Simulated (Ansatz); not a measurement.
**Geometry relaxation of Si₂NH₄BrCl₂ (part 2 of 2)**

Si₂NH₄BrCl₂; RKS PBE0-D4/def2-SVP (Ansatz 0.2.0). It belongs to a series of runs on one base structure; here: end point A relaxed.

Geometry of the input (Å):
```
N  0.8484  -1.7584  -0.2112
Si -0.2319  -0.3818  -0.5266
Cl 0.2790  0.3057  -2.3948
Br -2.1844  -1.2350  -0.6722
Si -0.1503  1.3185  1.0296
Cl -1.3832  2.9011  0.5336
H  0.4961  -2.4911  -0.7858
H  1.7653  -1.4797  -0.5923
H  -0.5812  0.8795  2.4376
H  1.2253  1.8901  1.1850
```

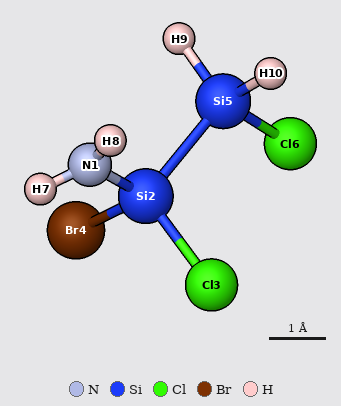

The geometry at step 6 of the log (ball-and-stick view, seen at a tilt; atoms are numbered from 1 in the order of the input).

Log, continued
```
relax step  11: F+E_penalty+E_count = -112360.23743085 eV  Δ(F+E_penalty+E_count) = -6.782e-5 eV  max|allowed force component| = 6.181e-3 eV/Å  Δτ_max = 0.0112 Å  (23 SCF iters, accepted)
1396 factors; integrals over basis functions are off by at most 3.7e-4 eV
mean field -112359.88326636 eV, -4129.1495497743 hartree, gradient 2.2e-5 eV, S^2 0.000000; 1 other end points of the search recorded, 0 dependent functions left out
the calculation of the forces begins
reference -112359.88329483 eV, -4129.1495508207 hartree; 54, 54 occupied and 84, 84 virtual orbitals, 1396 factors
Total energy: -112360.23745932 eV, -4129.1625661258 hartree
Atom 0 at     0.813968    -1.663759    -0.294664 Å, force     0.004097    -0.002680     0.000436 eV/Å
Atom 1 at    -0.245967    -0.361085    -0.625922 Å, force     0.006181     0.003862    -0.006088 eV/Å
Atom 2 at     0.089199     0.570052    -2.454992 Å, force    -0.002852    -0.000908     0.004728 eV/Å
Atom 3 at    -2.296913    -1.212558    -0.659118 Å, force     0.001058    -0.000515     0.000365 eV/Å
Atom 4 at    -0.102132     1.290727     1.017470 Å, force     0.004309     0.001825    -0.003867 eV/Å
Atom 5 at    -1.351172     2.846491     0.464850 Å, force     0.001964    -0.001189     0.000022 eV/Å
Atom 6 at     0.610714    -2.584333    -0.671482 Å, force    -0.002584     0.000656     0.000834 eV/Å
Atom 7 at     1.814031    -1.497579    -0.240426 Å, force    -0.004024     0.001856    -0.000109 eV/Å
Atom 8 at    -0.543198     0.754299     2.335747 Å, force    -0.002962    -0.000490     0.005677 eV/Å
Atom 9 at     1.294571     1.806645     1.131437 Å, force    -0.005187    -0.002417    -0.001999 eV/Å
Dipole moment:     0.546888    -0.440234     0.192760 e Å
```

Trajectory as extended XYZ (Å, eV, eV/Å), 11 frames, from step=1 to step=11
```
10
Properties=species:S:1:pos:R:3:forces:R:3 step=1 energy=-112359.88217
N     0.8484   -1.7584   -0.2112    0.1502   2.2335   0.3749
Si   -0.2319   -0.3818   -0.5266    1.6252  -0.9299   0.0513
Cl    0.2790    0.3057   -2.3948    0.0664   0.5776  -0.4445
Br   -2.1844   -1.2350   -0.6722   -1.5509  -0.4716   0.0495
Si   -0.1503    1.3185    1.0296    0.0973   0.4260   1.4019
Cl   -1.3832    2.9011    0.5336   -0.1208  -0.0548  -0.2421
H     0.4961   -2.4911   -0.7858   -0.2218  -1.1515  -0.5701
H     1.7653   -1.4797   -0.5923   -0.2028  -0.4249   0.3173
H    -0.5812    0.8795    2.4376    0.1596  -0.0418  -0.7673
H     1.2253    1.8901    1.1850   -0.0024  -0.1625  -0.1708
10
Properties=species:S:1:pos:R:3:forces:R:3 step=2 energy=-112360.11425
N     0.8533   -1.6759   -0.1460   -0.7266   0.5039  -0.9802
Si   -0.2631   -0.3803   -0.6011    0.7249  -0.0134   0.5069
Cl    0.2413    0.4951   -2.4345   -0.1620  -0.1729   0.1803
Br   -2.3233   -1.2002   -0.6536    0.0942  -0.0234  -0.0685
Si   -0.1162    1.2970    1.0356   -0.1161  -0.2349   0.0132
Cl   -1.3888    2.8284    0.4551    0.0524   0.0046   0.0760
H     0.5498   -2.5164   -0.6500    0.2463  -0.1019   0.2790
H     1.7902   -1.4478   -0.4962   -0.0764  -0.1329   0.2280
H    -0.5486    0.7425    2.3681    0.0672   0.1602  -0.2404
H     1.2885    1.8064    1.1255   -0.1041   0.0107   0.0057
10
Properties=species:S:1:pos:R:3:forces:R:3 step=3 energy=-112360.15648
N     0.8387   -1.7110   -0.1775   -0.4912   0.6441  -0.7743
Si   -0.2397   -0.3715   -0.5789    0.5094  -0.4119   0.2277
Cl    0.2278    0.4915   -2.4222   -0.0928  -0.0657   0.1306
Br   -2.2960   -1.2051   -0.6448    0.0273   0.0200  -0.0257
Si   -0.1229    1.3157    1.0389   -0.0219  -0.1093   0.0178
Cl   -1.3980    2.8476    0.4683    0.0565  -0.0586   0.0264
H     0.5529   -2.5403   -0.7101    0.1591   0.0303   0.2680
H     1.7983   -1.4861   -0.4616   -0.1198  -0.1518   0.2111
H    -0.5531    0.7721    2.3654    0.0280   0.0815  -0.0987
H     1.2751    1.8360    1.1253   -0.0547   0.0215   0.0173
10
Properties=species:S:1:pos:R:3:forces:R:3 step=4 energy=-112360.18716
N     0.8251   -1.7186   -0.2066   -0.1196   0.5122  -0.6090
Si   -0.2259   -0.3643   -0.5748    0.2345  -0.5478   0.0449
Cl    0.1978    0.5056   -2.4202   -0.0252  -0.0012   0.0760
Br   -2.2872   -1.1997   -0.6486    0.0478   0.0514   0.0139
Si   -0.1212    1.3194    1.0399    0.0520  -0.0206  -0.0748
Cl   -1.3985    2.8464    0.4728    0.0185  -0.0384  -0.0109
H     0.5642   -2.5649   -0.7255    0.0871   0.1780   0.2549
H     1.8094   -1.5114   -0.4173   -0.2759  -0.1497   0.1990
H    -0.5501    0.7846    2.3575   -0.0199  -0.0090   0.0797
H     1.2695    1.8517    1.1257    0.0007   0.0249   0.0264
10
Properties=species:S:1:pos:R:3:forces:R:3 step=5 energy=-112360.20903
N     0.8083   -1.6304   -0.2902    0.2102  -0.7998   0.0360
Si   -0.2401   -0.3558   -0.6493   -0.1348   0.6795   0.0622
Cl    0.1455    0.5394   -2.4884   -0.0918   0.0046   0.0569
Br   -2.3106   -1.1560   -0.6542    0.0470  -0.0411  -0.0538
Si   -0.0856    1.2666    1.0232   -0.0700   0.0878  -0.1156
Cl   -1.4002    2.7662    0.4754   -0.0800   0.1452   0.0030
H     0.5697   -2.5488   -0.6502    0.0589  -0.1037   0.0254
H     1.8141   -1.5153   -0.2322   -0.0013   0.1265  -0.0042
H    -0.5039    0.7338    2.3517    0.0404  -0.0527  -0.0274
H     1.2857    1.8492    1.1171    0.0214  -0.0463   0.0175
10
Properties=species:S:1:pos:R:3:forces:R:3 step=6 energy=-112360.22468
N     0.8112   -1.6420   -0.3048   -0.1749  -0.2965   0.0046
Si   -0.2549   -0.3593   -0.6579    0.0364   0.2426   0.0368
Cl    0.1154    0.5528   -2.4943   -0.0892  -0.0455   0.0756
Br   -2.3380   -1.1460   -0.6582    0.1574  -0.0259  -0.0597
Si   -0.0932    1.2703    1.0029   -0.0174   0.0371   0.0317
Cl   -1.3885    2.8032    0.4949   -0.0194   0.0283   0.0194
H     0.6269   -2.5728   -0.6644    0.0380  -0.0195  -0.0007
H     1.7985   -1.4868   -0.1430    0.0626   0.0704  -0.0255
H    -0.4848    0.7056    2.3305   -0.0013   0.0257  -0.0745
H     1.2904    1.8239    1.0970    0.0078  -0.0167  -0.0078
10
Properties=species:S:1:pos:R:3:forces:R:3 step=7 energy=-112360.23544
N     0.8019   -1.6689   -0.2793   -0.1202   0.0507  -0.0073
Si   -0.2371   -0.3567   -0.6366   -0.0339   0.0138   0.0220
Cl    0.1153    0.5467   -2.4753    0.0035   0.0068   0.0078
Br   -2.3047   -1.1667   -0.6671    0.0020  -0.0194  -0.0130
Si   -0.0954    1.2881    1.0101    0.0106   0.0216   0.0336
Cl   -1.3941    2.8151    0.4978   -0.0095   0.0191  -0.0167
H     0.6112   -2.5752   -0.6903   -0.0103  -0.1076  -0.0264
H     1.7971   -1.5051   -0.1933    0.1446   0.0188   0.0112
H    -0.4997    0.7325    2.3333    0.0049  -0.0053  -0.0120
H     1.2886    1.8390    1.1036    0.0082   0.0014   0.0009
10
Properties=species:S:1:pos:R:3:forces:R:3 step=8 energy=-112360.23696
N     0.8082   -1.6648   -0.2898   -0.0188  -0.0032  -0.0097
Si   -0.2439   -0.3582   -0.6308    0.0095  -0.0130   0.0037
Cl    0.0954    0.5636   -2.4627    0.0110   0.0129  -0.0028
Br   -2.2990   -1.1962   -0.6738   -0.0174  -0.0140   0.0072
Si   -0.0979    1.2890    1.0151    0.0075   0.0030  -0.0039
Cl   -1.3699    2.8311    0.4821   -0.0147   0.0227  -0.0091
H     0.6084   -2.5823   -0.6773    0.0288   0.0189   0.0128
H     1.8067   -1.4991   -0.2091   -0.0128  -0.0203  -0.0124
H    -0.5186    0.7456    2.3370    0.0000  -0.0065   0.0086
H     1.2937    1.8200    1.1122    0.0068  -0.0004   0.0057
10
Properties=species:S:1:pos:R:3:forces:R:3 step=9 energy=-112360.23728
N     0.8100   -1.6655   -0.2915   -0.0127   0.0174  -0.0016
Si   -0.2463   -0.3604   -0.6265    0.0246  -0.0073   0.0093
Cl    0.0972    0.5718   -2.4526   -0.0002   0.0061  -0.0098
Br   -2.2966   -1.2105   -0.6708   -0.0132  -0.0018   0.0033
Si   -0.1004    1.2908    1.0169    0.0026  -0.0049  -0.0119
Cl   -1.3623    2.8382    0.4730   -0.0080   0.0113  -0.0023
H     0.6053   -2.5837   -0.6732    0.0177  -0.0019   0.0038
H     1.8097   -1.4997   -0.2285   -0.0084  -0.0144  -0.0069
H    -0.5272    0.7528    2.3387   -0.0053  -0.0026   0.0139
H     1.2938    1.8151    1.1175    0.0030  -0.0019   0.0021
10
Properties=species:S:1:pos:R:3:forces:R:3 step=10 energy=-112360.23736
N     0.8121   -1.6653   -0.2940   -0.0118   0.0062   0.0004
Si   -0.2463   -0.3613   -0.6257    0.0150  -0.0006   0.0026
Cl    0.0952    0.5744   -2.4510   -0.0019   0.0010  -0.0037
Br   -2.2962   -1.2137   -0.6684   -0.0052   0.0000   0.0026
Si   -0.1017    1.2910    1.0172   -0.0030  -0.0014  -0.0025
Cl   -1.3593    2.8418    0.4703    0.0023   0.0018  -0.0029
H     0.6063   -2.5854   -0.6707    0.0092   0.0023   0.0024
H     1.8120   -1.5005   -0.2354   -0.0021  -0.0057  -0.0039
H    -0.5333    0.7577    2.3397   -0.0023  -0.0053   0.0053
H     1.2943    1.8102    1.1210   -0.0003   0.0016  -0.0003
10
Properties=species:S:1:pos:R:3:forces:R:3 step=11 energy=-112360.23743
N     0.8140   -1.6638   -0.2947    0.0041  -0.0027   0.0004
Si   -0.2460   -0.3611   -0.6259    0.0062   0.0039  -0.0061
Cl    0.0892    0.5701   -2.4550   -0.0029  -0.0009   0.0047
Br   -2.2969   -1.2126   -0.6591    0.0011  -0.0005   0.0004
Si   -0.1021    1.2907    1.0175    0.0043   0.0018  -0.0039
Cl   -1.3512    2.8465    0.4648    0.0020  -0.0012   0.0000
H     0.6107   -2.5843   -0.6715   -0.0026   0.0007   0.0008
H     1.8140   -1.4976   -0.2404   -0.0040   0.0019  -0.0001
H    -0.5432    0.7543    2.3357   -0.0030  -0.0005   0.0057
H     1.2946    1.8066    1.1314   -0.0052  -0.0024  -0.0020
```

Results in brief

```csv
quantity,value
outcome,converged
total energy,−112360.2375 eV
mean-field energy,−112359.8833 eV
largest force (length of the vector) at the end,0.009 eV/Å
hardware,"2 threads of Arm Neoverse V2, 24 GiB of memory available, shared host"
wall time,62 s (CPU time 2 min)
peak memory,0.41 GiB
```
